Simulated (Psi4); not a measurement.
**FGeH (SMILES [F][GeH]): a chain of runs**

Aim: a geometry optimisation (B97-3c/def2-mTZVP), then the harmonic vibrations, then the energy (CCSD(T)/def2-TZVP) of FGeH. 

Program for the calculation: Psi4 1.11.

**1. The molecule**

FGeH: 3 atoms, total charge 0, spin state singlet. SMILES: `[F][GeH]`. The start is not the relaxed shape. The run starts from this shape.

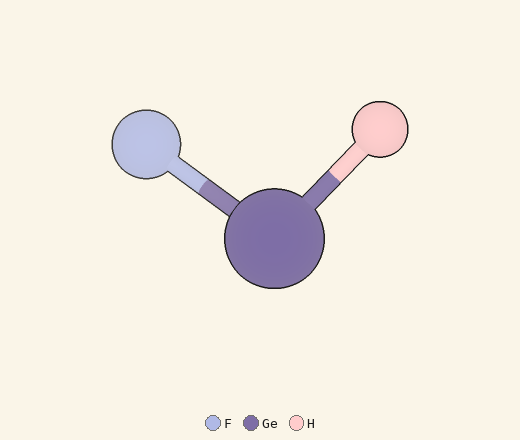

The structure, seen from a chosen angle (fluorine light blue, germanium purple, hydrogen pink).

**2. A structure relaxation at B97-3c/def2-mTZVP (density fitting) (run 1)**

The input, job.in:

```
memory 1600 MB

molecule {
  F      0.625504     1.059883     0.509159
  Ge    -0.599118     0.132197    -0.313956
  H      0.025515    -1.327640    -0.091137
  symmetry c1
}

set geom_maxiter 60

result, w = optimize("b97-3c", return_wfn=True)
```

Run with:

```
psi4 -i job.in -o job.out -n 1
```

job.out:

```text
Psi4 1.11 release

gradient() will perform analytic gradient computation.

   => Loading Basis Set <=

    Name: DEF2-MTZVP
    Role: ORBITAL
    Keyword: BASIS

   => B973C: Empirical Dispersion <=

        s6 =       1.000000
        s8 =       1.500000
        a1 =       0.370000
        a2 =       4.100000
        s9 =       1.000000

         ---------------------------------------------------------
                                   SCF
                              RKS Reference
                        1 Threads,   1525 MiB Core
         ---------------------------------------------------------

  ==> Geometry <==

    Molecular point group: c1
    Full point group: Cs

    Geometry (in Angstrom), charge = 0, multiplicity = 1:

[... 141 lines left out ...]
   @DF-RKS iter   9: -2178.13226674909674   -1.02613e-07   1.09484e-06 DIIS
[... 48 lines left out ...]
    Total Energy =                      -2178.1322667513823035
[... 267 lines left out ...]
   @DF-RKS iter   2: -2178.13250555774221    3.58551e-04   6.06138e-04 DIIS/ADIIS
[... 26 lines left out ...]
    Two-Electron Energy =                1046.6678124202865092
[... 174 lines left out ...]
    Weights Tolerance      =       1.00E-15
[... 43 lines left out ...]
  @DF-RKS Final Energy: -2178.13298880213370
[... 109 lines left out ...]
	Measures of convergence in internal coordinates in au.
[... 112 lines left out ...]
    Final Occupation by Irrep:
[... 113 lines left out ...]
	                                 ==> Convergence Check <==
[... 1 line left out ...]
	Measures of convergence in internal coordinates in au.

	Criteria marked as inactive (o), active & met (*), and active & unmet ( ).

	----------------------------------------------------------------------------------------------
	   Step    Total Energy     Delta E     Max Force     RMS Force      Max Disp      RMS Disp
	----------------------------------------------------------------------------------------------
	  Convergence Criteria     1.00e-06 *    3.00e-04 *             o    1.20e-03 *             o
	----------------------------------------------------------------------------------------------
	     4   -2178.13298960   -7.94e-07 *    2.17e-05 *    1.48e-05 o    9.50e-05 *    8.03e-05 o  ~
	----------------------------------------------------------------------------------------------

Next Geometry in Ang
	Fragment 1 (Ang)

	    F   1.2062100879   0.7384967259  -0.0000000000
	   Ge  -0.3153854078  -0.1677861086   0.0000000000
	    H   0.3923015743  -1.6168438245  -0.0000000000

    Final optimized geometry and variables:
    Molecular point group: c1
    Full point group: Cs

    Geometry (in Angstrom), charge = 0, multiplicity = 1:

    F            1.206188504337     0.738519258592    -0.000000000000
    GE          -0.315349581738    -0.167761716222     0.000000000000
    H            0.392287331836    -1.616890749603    -0.000000000000

    Psi4 run time: 0:00:10.56

[set-up sections that repeat, and orbital energies of the middle runs, are left out above]
```

The script printed:

```text
Optimizer: Optimization complete!
```

Wall time 12 s (1 thread of Intel Xeon at 2.60GHz (Ice Lake), shared host); peak memory 0.34 GiB.

Step by step:

```tsv
step	energy from the first frame kept (eV)	largest force (eV/Å)
0	0.0000	0.8634
1	-0.0189	0.1822
2	-0.0196	0.0309
3	-0.0197	0.0136
```

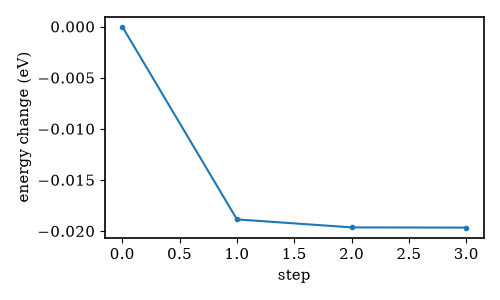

Energy along the run.

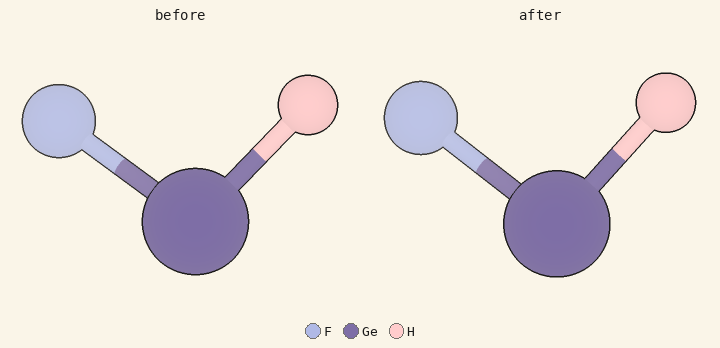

Before and after, at one scale.

After the run. Bond lengths: F1–Ge2 1.771 Å, Ge2–H3 1.613 Å. Angles: F1–Ge2–H3 94.8°.

**3. Vibrational wavenumbers at B97-3c/def2-mTZVP (density fitting) (run 2)**

The input, fgeh.dat:

```
memory 1600 mb

molecule mol {
  0 1
  F      1.24522747     1.96508084     0.99591401
  Ge    -1.14941647     0.25899074    -0.60261665
  H      0.12199694    -2.46902167    -0.12426839
  units au
}

set globals {
  t                          298.15
  rotational_symmetry_number 1
}

frequency('b97-3c')
print_variables()
```

Run with:

```
psi4 fgeh.dat fgeh.out -n 1
```

fgeh.out:

```text
Psi4 1.11 release

         ----------------------------------------------------------
                                   FINDIF
         ----------------------------------------------------------

  Using finite-differences of gradients to determine vibrational frequencies and
  normal modes. Resulting frequencies are only valid at stationary points.
    Generating geometries for use with 3-point formula.
    Displacement size will be 5.00e-03.
    Number of atoms is 3.
    Number of irreps is 2.
    Number of SALCs is 6.
    Translations projected? 1. Rotations projected? 0.
    Index of SALCs per irrep:
      1 :  0  1  2  3
      2 :  4  5
    Number of SALCs per irrep:
      Irrep 1: 4
      Irrep 2: 2
    Number of geometries (including reference) is 11.
    Number of displacements per irrep:
      Irrep 1: 8
      Irrep 2: 2
 11 displacements needed ...

  //>>>>>>>>>>>>>>>>>>>>>>>>>>>>>>>>>>>//
  //    FiniteDifference Computations  //
  //<<<<<<<<<<<<<<<<<<<<<<<<<<<<<<<<<<<//

[... 254 lines left out ...]
 Dipole Z            :          0.0000000            0.0000000            0.0000000
[... 325 lines left out ...]
   @DF-RKS iter   6: -2178.13288828927307   -9.84271e-04   3.76464e-04 ADIIS/DIIS
[... 190 lines left out ...]
  @DF-RKS Final Energy: -2178.13298952112473
[... 212 lines left out ...]
 Dipole X            :         -2.8816604            2.1860287           -0.6956317
[... 310 lines left out ...]
   @DF-RKS iter   3: -2177.88072189867580   -6.37575e+00   3.04627e-02 ADIIS/DIIS
[... 179 lines left out ...]
   @DF-RKS iter  12: -2178.13298884637834    9.09495e-13   4.86099e-09 DIIS
[... 193 lines left out ...]
    VV10 Nonlocal Energy =                  0.0000000000000000
[... 352 lines left out ...]
   @DF-RKS iter SAD: -2174.68968884186279   -2.17469e+03   0.00000e+00
[... 288 lines left out ...]
  "SCF DIPOLE"                         =>      -0.695272920311 ... 0.000000000000 1 by 3
[... 3 lines left out ...]
    Psi4 run time: 0:00:29.10

[set-up sections that repeat, and orbital energies of the middle runs, are left out above]
```

It took 30 s on 1 thread of Intel Xeon at 2.60GHz (Ice Lake), shared host; peak memory 0.38 GiB.

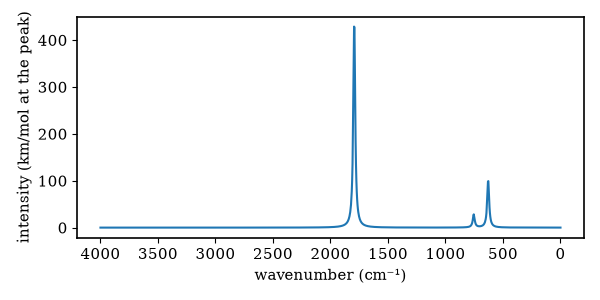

Harmonic infrared spectrum, unscaled, lines broadened by 10 cm⁻¹.

**4. The energy at CCSD(T)/def2-TZVP (run 3)**

The input, job.py:

```python
import psi4

psi4.set_memory('1600 MB')
psi4.set_num_threads(1)
psi4.core.set_output_file('fgeh.out', False)

mol = psi4.geometry("""
0 1
F
Ge 1 1.770994
H 2 1.612677 1 94.75241
symmetry c1
""")

options = {'scf_type': 'pk', 'num_frozen_docc': 10}
psi4.set_options(options)

e_tot = psi4.energy("ccsd(t)/def2-TZVP")
print(f'ccsd(t)/def2-TZVP energy: {e_tot:.10f} Eh')
for k, v in sorted(psi4.core.scalar_variables().items()):
    print(f'{k:45s} {v:18.10f}')
```

Run with:

```
python job.py
```

fgeh.out (excerpt; [...] marks lines left out):

```text
[...]
  Running in c1 symmetry.
[...]
   @RHF iter   2: -2174.86217625414474   -4.73297e-01   2.59091e-02 DIIS/ADIIS
[...]
   @RHF iter  12: -2175.43744686652371   -2.72848e-12   2.17203e-09 DIIS
[...]
      * MP2 total energy                      = -2175.916685465509545
[...]
      * CCSD total energy                     = -2175.924011506364423
[...]
      * CCSD(T) total energy                  = -2175.939965921463227
```

The script printed:

```text
ccsd(t)/def2-TZVP energy: -2175.9399659215 Eh
(T) CORRECTION ENERGY                              -0.0159544151
CC D1 DIAGNOSTIC                                    0.0434956469
CC D2 DIAGNOSTIC                                    0.1974244283
CC NEW D1 DIAGNOSTIC                                0.0434956469
CC T1 DIAGNOSTIC                                    0.0145615083
CCSD CORRELATION ENERGY                            -0.4865646398
CCSD DOUBLES ENERGY                                -0.4865646398
CCSD ITERATIONS                                    16.0000000000
CCSD OPPOSITE-SPIN CORRELATION ENERGY              -0.3684682074
CCSD SAME-SPIN CORRELATION ENERGY                  -0.1180964324
CCSD SINGLES ENERGY                                 0.0000000000
CCSD TOTAL ENERGY                               -2175.9240115064
CCSD(T) CORRELATION ENERGY                         -0.5025190549
CCSD(T) TOTAL ENERGY                            -2175.9399659215
CURRENT CORRELATION ENERGY                         -0.5025190549
CURRENT ENERGY                                  -2175.9399659215
CURRENT REFERENCE ENERGY                        -2175.4374468665
DD SOLVATION ENERGY                                 0.0000000000
HF KINETIC ENERGY                                2175.2882207932
HF POTENTIAL ENERGY                             -4350.7256676597
HF TOTAL ENERGY                                 -2175.4374468665
HF VIRIAL RATIO                                     2.0000686006
MP2 CORRELATION ENERGY                             -0.4792385990
MP2 DOUBLES ENERGY                                 -0.4792385990
MP2 OPPOSITE-SPIN CORRELATION ENERGY               -0.3482425649
MP2 SAME-SPIN CORRELATION ENERGY                   -0.1309960341
MP2 SINGLES ENERGY                                 -0.0000000000
MP2 TOTAL ENERGY                                -2175.9166854655
NUCLEAR REPULSION ENERGY                           98.4665351419
ONE-ELECTRON ENERGY                             -3231.7073553166
PCM POLARIZATION ENERGY                             0.0000000000
PE ENERGY                                           0.0000000000
SCF ITERATION ENERGY                            -2175.4374468665
SCF ITERATIONS                                     12.0000000000
SCF TOTAL ENERGY                                -2175.4374468665
TWO-ELECTRON ENERGY                               957.8033733081
```

Run time: 24 s. Hardware: 1 thread of Intel Xeon at 2.60GHz (Ice Lake), shared host; peak memory 0.5 GiB.

**5. Results**

| quantity | value |
| --- | --- |
| run 1, B97-3c/def2-mTZVP: total energy at the end | -2178.13299 Eh |
| run 1, B97-3c/def2-mTZVP: dipole moment | 1.95 D |
| run 1, B97-3c/def2-mTZVP: HOMO energy | -6.13 eV |
| run 1, B97-3c/def2-mTZVP: LUMO energy | -3.63 eV |
| run 1, B97-3c/def2-mTZVP: HOMO–LUMO gap | 2.50 eV |
| run 2, B97-3c/def2-mTZVP: lowest harmonic wavenumber | 629 cm⁻¹ |
| run 2, B97-3c/def2-mTZVP: highest harmonic wavenumber | 1793 cm⁻¹ |
| run 2, B97-3c/def2-mTZVP: zero-point energy | 19.0 kJ/mol |
| run 2, B97-3c/def2-mTZVP: ideal-gas entropy at 298.15 K (symmetry number 1 as used) | 60.4 cal/(mol K) |
| run 3, CCSD(T)/def2-TZVP: total energy | -2175.93997 Eh |
| run 3, CCSD(T)/def2-TZVP: HOMO energy (Hartree–Fock orbitals) | -9.83 eV |
| run 3, CCSD(T)/def2-TZVP: LUMO energy (Hartree–Fock orbitals) | 0.25 eV |
| run 3, CCSD(T)/def2-TZVP: HOMO–LUMO gap (Hartree–Fock orbitals) | 10.08 eV |
| run 3, CCSD(T)/def2-TZVP: correlation energy (10 core orbitals frozen) | -502.5 mEh |
| run 3, CCSD(T)/def2-TZVP: (T) correction | -15.95 mEh |
| run 3, CCSD(T)/def2-TZVP: T1 diagnostic | 0.015 |

**Reading.** The optimisation (run 1, B97-3c/def2-mTZVP) took 4 steps and changed the energy by -0.020 eV. All 3 modes are real, so the shape is a minimum at this level. The triples (run 3, CCSD(T)/def2-TZVP) make up 3.2 % of the correlation energy.
